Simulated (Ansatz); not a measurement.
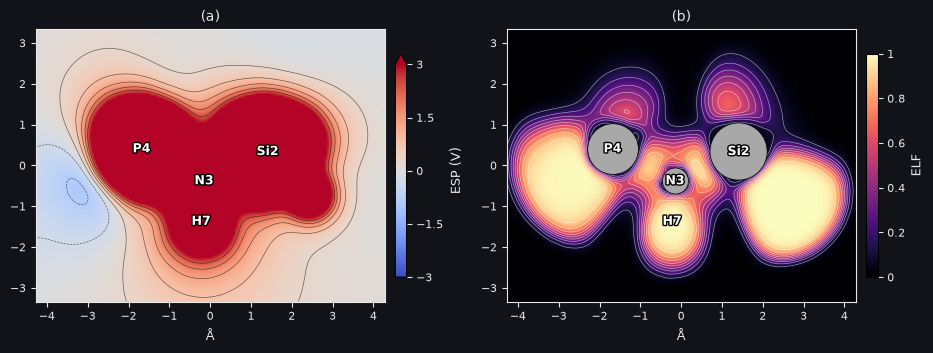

*FH5NPSi (SMILES F[SiH2]NP). (a) electrostatic potential; (b) electron localisation function on the plane of atoms Si2, N3 and P4. Grey discs cover the atomic cores in the ELF map.*

Geometry: PBE0-D4/def2-TZVP.

Method: Ansatz 0.2.0, RKS PBE0-D4/def2-TZVPP.

```yaml
atoms:
  - { symbol: F, position_ang: [-1.1776, 1.6052, -0.8445] }
  - { symbol: Si, position_ang: [0.2737, 0.9873, -0.5765] }
  - { symbol: N, position_ang: [0.2344, -0.7123, -0.4158] }
  - { symbol: P, position_ang: [-0.3361, -1.6310, 0.9172] }
  - { symbol: H, position_ang: [1.1149, 1.3289, -1.7460] }
  - { symbol: H, position_ang: [0.7393, 1.5801, 0.6953] }
  - { symbol: H, position_ang: [0.4365, -1.2806, -1.2232] }
  - { symbol: H, position_ang: [0.3578, -0.9696, 1.9678] }
  - { symbol: H, position_ang: [-1.5544, -0.9542, 1.2087] }
```

> Interpret the plot.

The plane passes through Si, N, P and H nuclei. Si–N (1.71 Å): the ELF peaks at about 0.90 between the atoms; a polar covalent bond. P–N (1.72 Å): the ELF peaks at about 0.90 between the atoms, as expected for a polar covalent bond. N–H (1.01 Å): the ELF climbs to about 1 towards the hydrogen, as it does in any bond to H: an ordinary covalent bond to hydrogen. The ELF also peaks beside P4, away from the bonds: lone-pair regions. Outside the dense part of the molecule the potential is most negative (−0.9 V) near P4.
